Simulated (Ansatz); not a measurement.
# Work function of Cu(110): what the settings cost and change

Aim: the work function of Cu(110) across levels of theory at one geometry.

Calculated with Ansatz 0.2.0; plane-wave DFT, PBE, Ansatz PAW, in the first sound run; inputs show where later runs differ.

**What experiment says.**

For Cu (clean (110) face, a compiled value), “Anisotropic work function of elemental crystals” (2019, arxiv:1902.07811) quotes earlier work: work function (clean (110) face, a compiled value) 4.56 eV.

Report form: the programs' logs are mostly left out.

## (1) Set-up

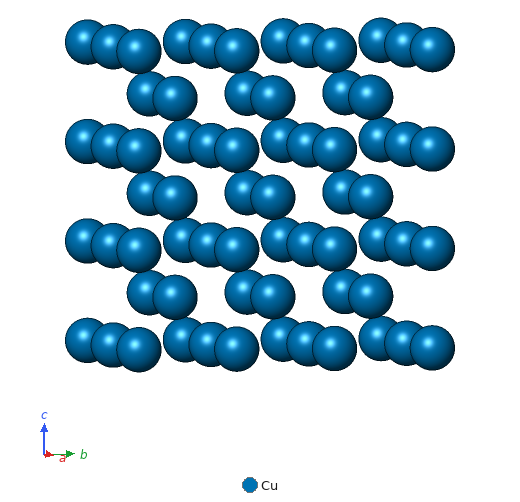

The starting structure, seen from the side, with the c axis up (copper blue). 2×3×1 cells are drawn. Some periodic images of atoms are drawn too.

The cell holds 7 atoms: 7 Cu. Cell: a = 3.610 Å, b = 2.553 Å, c = 25.658 Å, α = 90.0°, β = 90.0°, γ = 90.0°. Vacuum lies along c.

As a file:

```cif
data_structure
_symmetry_space_group_name_H-M 'P 1'
_symmetry_Int_Tables_number 1
_cell_length_a 3.6100
_cell_length_b 2.5527
_cell_length_c 25.6580
_cell_angle_alpha 90.000
_cell_angle_beta 90.000
_cell_angle_gamma 90.000
_cell_volume 236.44
loop_
_atom_site_label
_atom_site_type_symbol
_atom_site_fract_x
_atom_site_fract_y
_atom_site_fract_z
_atom_site_occupancy
Cu1 Cu 0.00000 0.00000 0.35077 1
Cu2 Cu 0.50000 0.50000 0.40051 1
Cu3 Cu 0.00000 0.00000 0.45026 1
Cu4 Cu 0.50000 0.50000 0.50000 1
Cu5 Cu 0.00000 0.00000 0.54974 1
Cu6 Cu 0.50000 0.50000 0.59949 1
Cu7 Cu 0.00000 0.00000 0.64923 1
```

## (2) Run, setting PBE, Ansatz PAW (420 eV)

A work function rests on the faint tail of the density, so the SCF threshold is tight. PBE on the default files comes first; the next runs keep the geometry and change functional or files, each at the cutoff that its files recommend; a relaxation and, for heavy metals, spin-orbit coupling close the ladder.

Contents of input.yaml:

```yaml
crystal:
  lattice:
    - [3.61, 0.0, 0.0]
    - [0.0, 2.5526554801, 0.0]
    - [0.0, 0.0, 25.6579664403]
  atoms:
    - { symbol: Cu, position: [0.0, 0.0, 0.3507682505] }
    - { symbol: Cu, position: [0.5, 0.5, 0.400512167] }
    - { symbol: Cu, position: [0.0, 0.0, 0.4502560835] }
    - { symbol: Cu, position: [0.5, 0.5, 0.5] }
    - { symbol: Cu, position: [0.0, 0.0, 0.5497439165] }
    - { symbol: Cu, position: [0.5, 0.5, 0.599487833] }
    - { symbol: Cu, position: [0.0, 0.0, 0.6492317495] }
kpoints:
  mp_grid: { grid: [11, 16, 1] }
hamiltonian:
  xc: pbe
scf:
  occupations: { method: fermi_dirac, width: 0.1 }
  convergence: { dr2_threshold: 1.0e-09 }
efield:
  axis: 3
  dipole_correction: true
  ramp_position: 0.97
  ramp_width: 0.06
output:
  write_potential: true
  write_density: true
  volumetric_format: npy
  elf: true
```

Command:

```sh
> ansatz run input.yaml --threads 2 --pin off --max-ram 3072MiB --backend cpu --events-out ev --progress --plain --runs-dir out
```

The job ended after 42 s (2 threads of Intel Xeon 6975P-C (Granite Rapids), shared host; peak memory 1.2 GiB; 81 s of CPU time).

Numbers from this step:

```yaml
energy_at_zero_smearing: -46374.3778 eV
work_function_upper_face: 4.317 eV
```

Running mean over 1.276 Å of the planar mean; the ramp of the sawtooth is left out. Table of electron's electrostatic potential energy less the Fermi level by z:

| z (Å) | electron's electrostatic potential energy less the Fermi level (eV) |
| --- | --- |
| 3 | 4.32 |
| 4 | 4.32 |
| 5 | 4.32 |
| 6 | 4.30 |
| 7 | 4.08 |
| 8 | 0.941 |
| 9 | -7.49 |
| 10 | -8.69 |
| 11 | -8.83 |
| 12 | -8.82 |
| 13 | -8.83 |
| 14 | -8.82 |
| 15 | -8.81 |
| 16 | -8.57 |
| 17 | -5.27 |
| 18 | 3.00 |
| 19 | 4.22 |
| 20 | 4.31 |
| 21 | 4.32 |
| 22 | 4.32 |

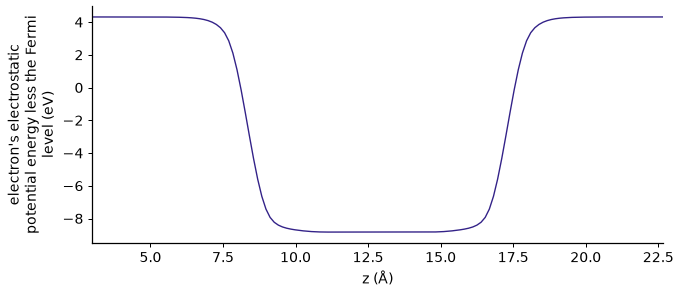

Electron's electrostatic potential energy less the Fermi level against z.

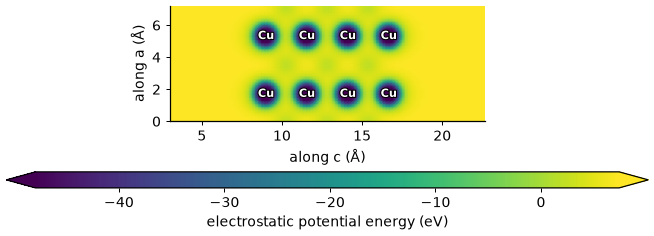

Electrostatic potential energy in the ca plane at fractional y = 0.000, with atoms of Cu within 0.2 Å of it. With pseudopotentials it is smooth inside the atoms' cores, unlike the true potential. The map starts off the cell's origin, so that atoms lie inside it. The far vacuum is left out of the map.

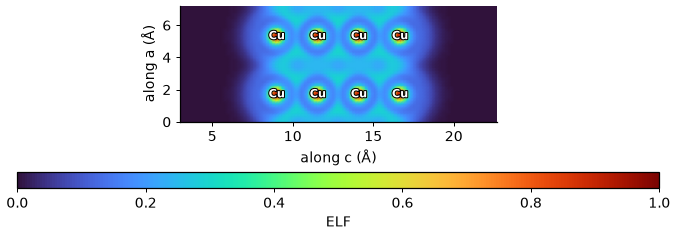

ELF in the ca plane at fractional y = 0.000, with atoms of Cu within 0.2 Å of it. It is the smooth field of the valence electrons, not physical close to the nuclei. The map starts off the cell's origin, so that atoms lie inside it. The far vacuum is left out of the map.

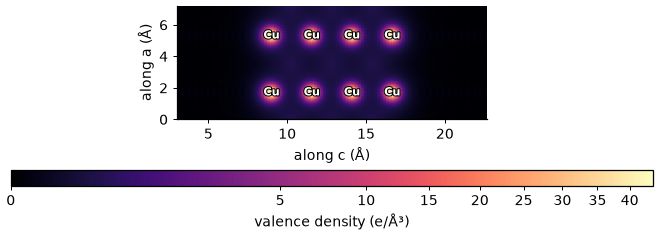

Valence density in the ca plane at fractional y = 0.000, with atoms of Cu within 0.2 Å of it. It is the smooth field of the valence electrons, not physical close to the nuclei. The map starts off the cell's origin, so that atoms lie inside it. The colour scale is stretched toward low values. The far vacuum is left out of the map.

The work function is 4.317 eV.

## (3) Slab

This step: plane-wave DFT, LDA, Ansatz PAW (Ansatz 0.2.0).

input.yaml: that of step 2 with these lines changed.

```diff
@@ -16,3 +16,3 @@
 hamiltonian:
-  xc: pbe
+  xc: lda
 scf:
@@ -29,2 +29 @@
   volumetric_format: npy
-  elf: true
```

Run time: 52 s. Hardware: 2 threads; peak memory 1.2 GiB.

The work function is 4.676 eV, +0.359 eV from the run “PBE, Ansatz PAW (420 eV)”, at 1.2 times its CPU time.

## (4) Slab

This step: plane-wave DFT, PBEsol, Ansatz PAW (Ansatz 0.2.0).

input.yaml: that of step 3 with these lines changed.

```diff
@@ -16,3 +16,3 @@
 hamiltonian:
-  xc: lda
+  xc: pbesol
 scf:
```

Run time: 93 s. Hardware: 2 threads; peak memory 1.2 GiB; 1.8 min of CPU time.

The work function is 4.421 eV, +0.104 eV from the run “PBE, Ansatz PAW (420 eV)”, at 1.3 times its CPU time.

## (5) Slab

This step: plane-wave DFT, RPBE, Ansatz PAW (Ansatz 0.2.0).

input.yaml: that of step 4 with these lines changed.

```diff
@@ -16,3 +16,3 @@
 hamiltonian:
-  xc: pbesol
+  xc: rpbe
 scf:
```

Elapsed: 78 s, on 2 threads; peak memory 1.2 GiB; 94 s of CPU time.

The work function is 4.139 eV, -0.178 eV from the run “PBE, Ansatz PAW (420 eV)”, at 1.2 times its CPU time.

## (6) Run

This step: plane-wave DFT, r2SCAN, Ansatz PAW (Ansatz 0.2.0).

input.yaml: that of step 5 with these lines changed.

```diff
@@ -16,3 +16,3 @@
 hamiltonian:
-  xc: rpbe
+  xc: r2scan
 scf:
```

Wall time 2.4 min (2 threads); peak memory 1.8 GiB.

The work function is 4.298 eV, -0.019 eV from the run “PBE, Ansatz PAW (420 eV)”, at 2.6 times its CPU time.

## (7) Run

This step: plane-wave DFT, PBE, JTH PAW (Ansatz 0.2.0).

input.yaml: that of step 6 with these lines changed.

```diff
@@ -16,3 +16,4 @@
 hamiltonian:
-  xc: r2scan
+  xc: pbe
+  pseudopotentials: { kind: paw, source: jth }
 scf:
```

The job ended after 6.3 min (2 threads; peak memory 2.8 GiB).

The work function is 4.318 eV, +0.001 eV from the run “PBE, Ansatz PAW (420 eV)”, at 8.6 times its CPU time.

## (8) Slab

This step: plane-wave DFT, PBE, norm-conserving (Ansatz 0.2.0).

input.yaml: that of step 7 with these lines changed.

```diff
@@ -17,3 +17,3 @@
   xc: pbe
-  pseudopotentials: { kind: paw, source: jth }
+  pseudopotentials: { kind: nc }
 scf:
```

Run time: 3.2 min. Hardware: 2 threads; peak memory 2.8 GiB.

The work function is 4.317 eV, -0.000 eV from the run “PBE, Ansatz PAW (420 eV)”, at 4.6 times its CPU time.

## (9) Slab

This step: plane-wave DFT, LDA, norm-conserving (Ansatz 0.2.0).

input.yaml: that of step 8 with these lines changed.

```diff
@@ -16,3 +16,3 @@
 hamiltonian:
-  xc: pbe
+  xc: lda
   pseudopotentials: { kind: nc }
```

Wall time 2.9 min (2 threads); peak memory 2.9 GiB; 5.7 min of CPU time.

The work function is 4.691 eV, +0.374 eV from the run “PBE, Ansatz PAW (420 eV)”, at 4.2 times its CPU time.

## (10) Slab, setting PBE, all layers relaxed

This step: plane-wave DFT, PBE, Ansatz PAW (Ansatz 0.2.0).

input.yaml: that of step 9 with these lines changed.

```diff
@@ -16,4 +16,3 @@
 hamiltonian:
-  xc: lda
-  pseudopotentials: { kind: nc }
+  xc: pbe
 scf:
@@ -26,2 +25,5 @@
   ramp_width: 0.06
+relax:
+  f_tol: 0.01
+  max_steps: 40
 output:
```

It took 2.3 min on 2 threads; peak memory 1 GiB; 4.3 min of CPU time.

The relaxation took 3 steps and lowered the energy by 0.039 eV; the largest force on the free atoms ends at 0.0069 eV/Å.

The work function is 4.346 eV, +0.029 eV from the run “PBE, Ansatz PAW (420 eV)”, at 3.2 times its CPU time.

## (11) Side by side

Times are for 2 threads of Intel Xeon 6975P-C (Granite Rapids), shared host. The runs compared:

| no. | setting | work function, upper face (eV) | time | memory (GiB) |
| --- | --- | --- | --- | --- |
| 1 | PBE, Ansatz PAW (420 eV) | 4.317 | 42 s | 1.2 |
| 2 | LDA, Ansatz PAW (420 eV) | 4.676 | 52 s | 1.2 |
| 3 | PBEsol, Ansatz PAW (420 eV) | 4.421 | 93 s | 1.2 |
| 4 | RPBE, Ansatz PAW (420 eV) | 4.139 | 78 s | 1.2 |
| 5 | r2SCAN, Ansatz PAW (500 eV) | 4.298 | 2.4 min | 1.8 |
| 6 | PBE, JTH PAW (1350 eV) | 4.318 | 6.3 min | 2.8 |
| 7 | PBE, norm-conserving (1252 eV) | 4.317 | 3.2 min | 2.8 |
| 8 | LDA, norm-conserving (1252 eV) | 4.691 | 2.9 min | 2.9 |
| 9 | PBE, all layers relaxed | 4.346 | 2.3 min | 1 |

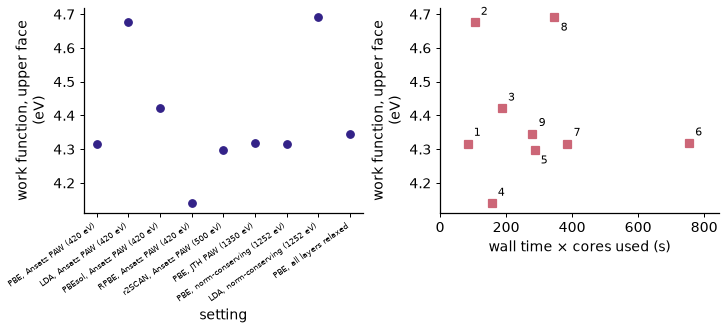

The series as plots; the last panel sets the first result against cost, with the runs numbered as in the table.

## (12) Varying the input

An input spoilt on purpose, to show how the run answers: it repeats the earlier run “PBE, Ansatz PAW (420 eV)” with efield.amplitude to 3.0, and scf.max_iter set to 50; its output block differs too.

input.yaml: that of step 10 with these lines changed.

```diff
@@ -20,2 +20,3 @@
   convergence: { dr2_threshold: 1.0e-09 }
+  max_iter: 50
 efield:
@@ -25,5 +26,3 @@
   ramp_width: 0.06
-relax:
-  f_tol: 0.01
-  max_steps: 40
+  amplitude: 3.0
 output:
```

Run time: 1.8 min. Hardware: 2 threads; peak memory 1.2 GiB.

In so strong a field the program warns of density in the ramp of the sawtooth; these numbers are not the system's.

## (13) Results

| Item | Value |
| --- | --- |
| work function, PBE, Ansatz PAW (420 eV) | 4.317 eV |
| work function, LDA, Ansatz PAW (420 eV) | 4.676 eV |
| work function, RPBE, Ansatz PAW (420 eV) | 4.139 eV |
| work function, r2SCAN, Ansatz PAW (500 eV) | 4.298 eV |
| work function, LDA, norm-conserving (1252 eV) | 4.691 eV |
| work function, PBE, all layers relaxed | 4.346 eV |

PBE on the default files gives 4.32 eV, and the settings tried spread the value from 4.14 to 4.69 eV. At one geometry LDA lies 0.36 eV above PBE. The choice of pseudopotentials moves the PBE value by 0.001 eV. Relaxing the layers changes it by +0.029 eV. The ladder's slabs use the tabulated experimental lattice constant (two decimals; a low-temperature value for the alkali metals).

Calculation against experiment:

```
                                               quantity  measured  PBE, Ansatz PAW (420 eV)  LDA, Ansatz PAW (420 eV)  PBEsol, Ansatz PAW (420 eV)  RPBE, Ansatz PAW (420 eV)  r2SCAN, Ansatz PAW (500 eV)  LDA, norm-conserving (1252 eV)  PBE, all layers relaxed
work function (clean (110) face, a compiled value) (eV)      4.56           4.32 (-0.24 eV)           4.68 (+0.12 eV)              4.42 (-0.14 eV)            4.14 (-0.42 eV)              4.30 (-0.26 eV)                 4.69 (+0.13 eV)          4.35 (-0.21 eV)
```

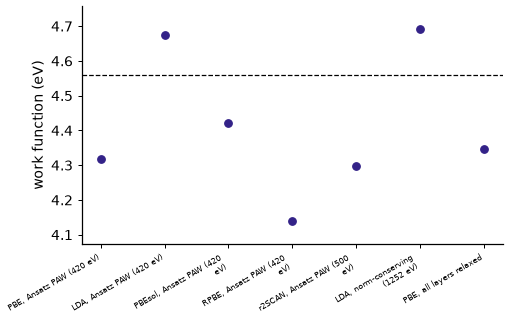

The work function by level; the dashed line is the measured value.

Measured values from arxiv:1902.07811 (2019).

Verdict: For the work function, of the levels listed nearest comes LDA, Ansatz PAW (420 eV) (+0.12 eV, good agreement) and farthest RPBE, Ansatz PAW (420 eV) (-0.42 eV, a clear miss). The grades are ours: good and fair within 3 and 7 % for the work function.

[Logs are printed without paths, hosts, clocks, repeated set-up lines and the standing remarks that a program may print on its own settings, such as how far it seeks lower states.]

[Hosts, paths, dates, database ids (printed as entryN), source tags and the programs' standing remarks are cut or masked in the printed files.]

[Maps of the electrostatic potential energy from Ansatz leave out the sawtooth potential of an applied field or a dipole correction, so their vacuum need not be flat; planar profiles and work functions include it.]
